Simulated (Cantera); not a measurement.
Feed: 1 mol Pb, 0.23 mol O₂, 20 mol CO, at 28000 Pa.

Method: chemical equilibrium by Gibbs-energy minimisation in Cantera with the NASA 1993 tables (ideal gas, pure condensed phases). Candidate condensed phases: C, Pb, PbO, PbO₂, Pb₃O₄; 15 gas species. Rates play no part.

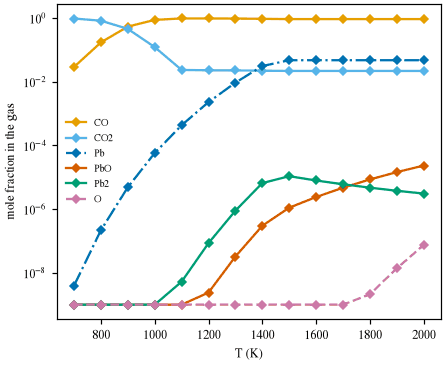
Figure. Equilibrium gas composition (values under 1e-9 drawn at 1e-9)

From 700 K to 1100 K the condensed part is C(graphite) + Pb(l). From 1200 K to 1400 K the condensed part is Pb(l). From 1500 K to 2000 K nothing is condensed.
